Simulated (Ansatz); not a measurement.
## A computed series for W: pressure series

Take W in the bcc (W type) structure (space group Im-3m, No. 229; a = 3.154 Å) as the base.

Cell and atoms are relaxed at each pressure.

Computed with Kohn–Sham DFT with the PBEsol functional, run in Ansatz (a quantum-chemistry and plane-wave program) with PAW and 420 eV plane waves, without spin-orbit coupling.

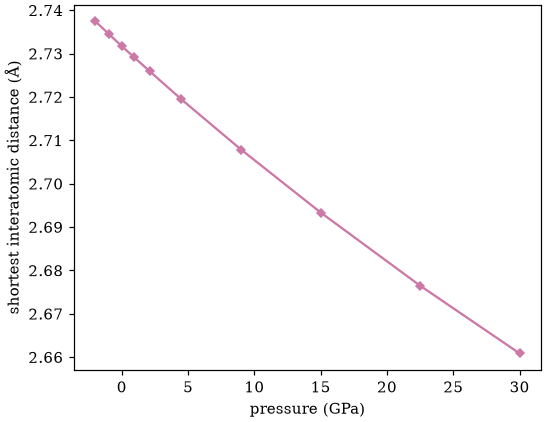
*Shortest interatomic distance against pressure*

```
pressure (GPa)  shortest interatomic distance
--------------  -----------------------------
-2                                    2.737 Å
-1                                    2.735 Å
0.9                                   2.729 Å
2.1                                   2.726 Å
4.5                                   2.719 Å
9                                     2.708 Å
15                                    2.693 Å
22.5                                  2.676 Å
30                                    2.661 Å
```

Load acts through the strain it causes; cell and atoms are relaxed under it. No phonon test of stability was made. No other phases were tried under pressure. All final runs are without spin polarisation.
